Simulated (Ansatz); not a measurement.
**H$_{2}$···FH$_{3}$Si (SMILES [H][H].[SiH3]F): density, localisation and related maps**

```yaml
atoms:
  - { symbol: H, position_ang: [0.0874, -0.0286, -2.6269] }
  - { symbol: H, position_ang: [0.5578, 0.0298, -3.2035] }
  - { symbol: Si, position_ang: [-0.1031, 0.0091, 1.1366] }
  - { symbol: F, position_ang: [-1.1061, -0.3637, 2.3258] }
  - { symbol: H, position_ang: [-0.8704, 0.0206, -0.1312] }
  - { symbol: H, position_ang: [0.9658, -1.0157, 1.0886] }
  - { symbol: H, position_ang: [0.4685, 1.3483, 1.4107] }
```

Geometry: PBE0-D4/def2-TZVP.

Theory: Ansatz 0.2.0, RKS PBE0-D4/def2-TZVPPD.

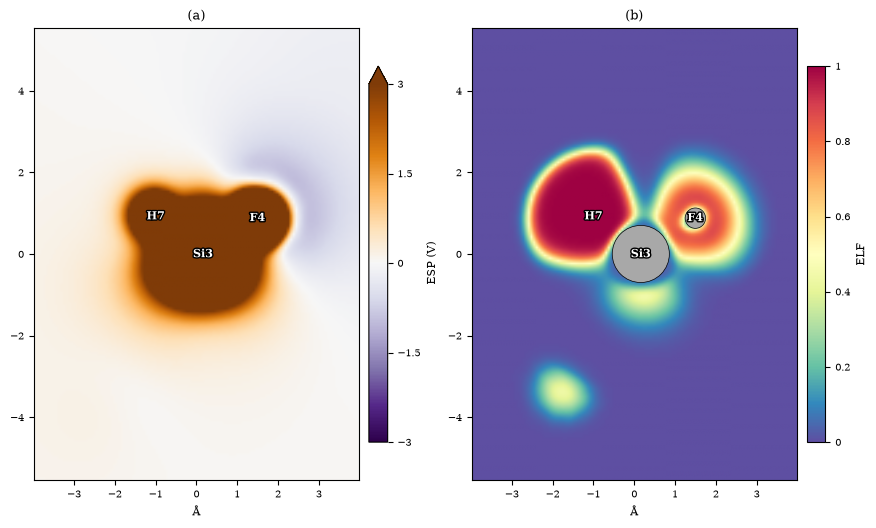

Figure 1. (a) electrostatic potential; (b) electron localisation function on the plane of atoms F4, Si3 and H7. Grey discs cover the atomic cores in the ELF map.

Q: What does the map show?

A: The plane passes through Si, F and H nuclei.
Si–F (1.60 Å): the ELF peaks at about 0.85 in the valence shell of F, 0.6 Å from its nucleus, and is about 0.55 at the midpoint.
Si–H (1.48 Å): the ELF climbs to about 1 towards the hydrogen, as it does in any bond to H.
The ELF also peaks beside F4, away from the bonds: lone-pair regions.
Outside the dense part of the complex the potential is most negative (−1.0 V) near F4.

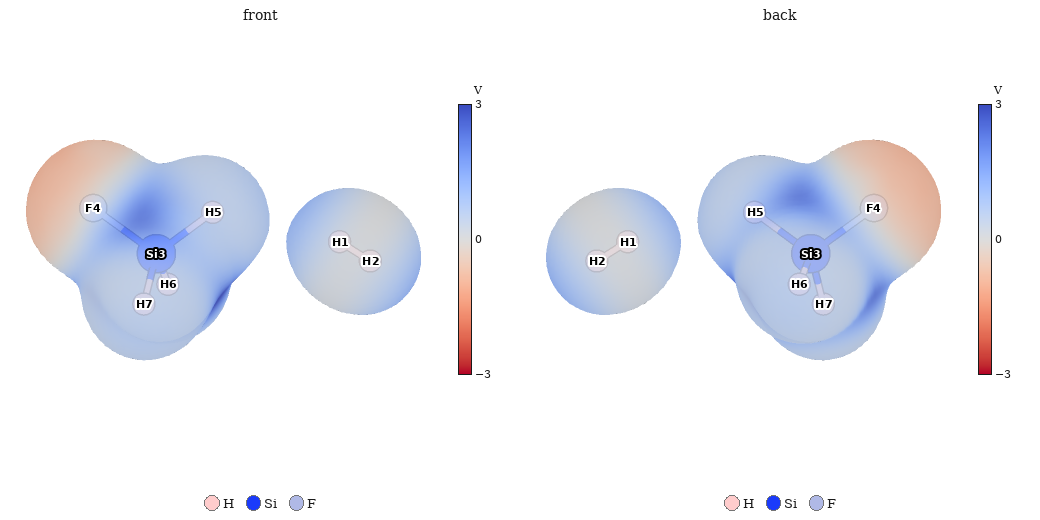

Figure 2. The electrostatic potential painted on the density surface at 0.004 e/bohr³, seen from the front and from behind; red is negative and blue positive.

Q: Describe the electrostatic potential map.

A: The most negative region (about −1.0 V, or −23 kcal/mol for a unit charge) lies over F4, the most positive (about +2.7 V, or +62 kcal/mol for a unit charge) over Si3.

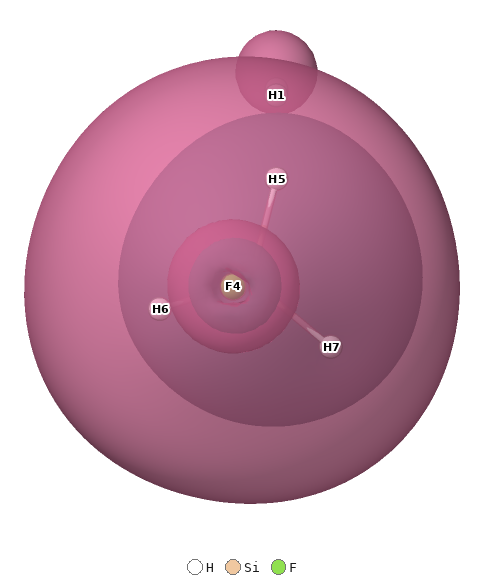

Figure 3. The LUMO at ±0.04 Å⁻³ᐟ² (teal and pink are the two phases), seen at an oblique angle.

Q: Describe this orbital and give its energy.

A: It lies mainly on Si3 (about 65 %), F4 (about 10 %), H7 (about 5 %), H6 (about 5 %) and H5 (about 5 %). Its energy is −0.37 eV.
